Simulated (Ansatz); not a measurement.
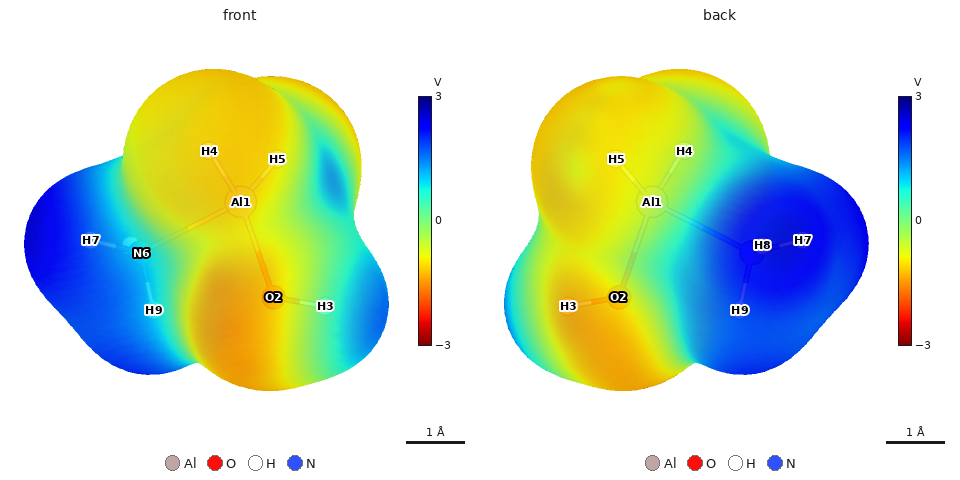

The picture shows: AlH$_{6}$NO. The molecular electrostatic potential painted on the density surface at 0.002 e/bohr³, seen from the front and from behind; red is negative and blue positive.

Computed with RKS PBE-D4/cc-pVDZ (Ansatz).

Input file:

```
crystal:
  periodic: [false, false, false]
  atoms:
    - { symbol: Al, position_ang: [-0.01341, -0.415368, 0.00119] }
    - { symbol: O, position_ang: [-0.170633, -0.342835, 1.770147] }
    - { symbol: H, position_ang: [-1.065201, -0.476062, 2.135165] }
    - { symbol: H, position_ang: [1.490809, -0.512659, -0.52437] }
    - { symbol: H, position_ang: [-1.340259, -0.592304, -0.88713] }
    - { symbol: "N", position_ang: [0.140804, 2.540016, 0.924573] }
    - { symbol: H, position_ang: [1.053673, 2.970803, 1.135087] }
    - { symbol: H, position_ang: [-0.563055, 3.287797, 1.006686] }
    - { symbol: H, position_ang: [-0.035329, 1.866111, 1.707951] }
basis:
  gaussian: { orbitals: cc-pVDZ }
hamiltonian:
  xc: pbe
  dispersion: d4
relax:
  f_tol: 0.03
  max_steps: 50
output:
  orbitals: {}
```

Run with:

```sh
ansatz run input.yaml --threads 1 --pin off --max-ram 2048MiB --backend cpu --events-out ev --progress --plain --runs-dir out
```

The fields are those of the run's last geometry, not of the input's.

Which sites attract a positive test charge, and which a negative one?

A positive charge is drawn to the negative regions and a negative charge to the positive ones. The most negative region (about −1.5 V, or −35 kcal/mol for a unit charge) lies over O2, the most positive (about +2.5 V, or +58 kcal/mol for a unit charge) over H7 and H8. O2 is the likeliest acceptor of a hydrogen bond.
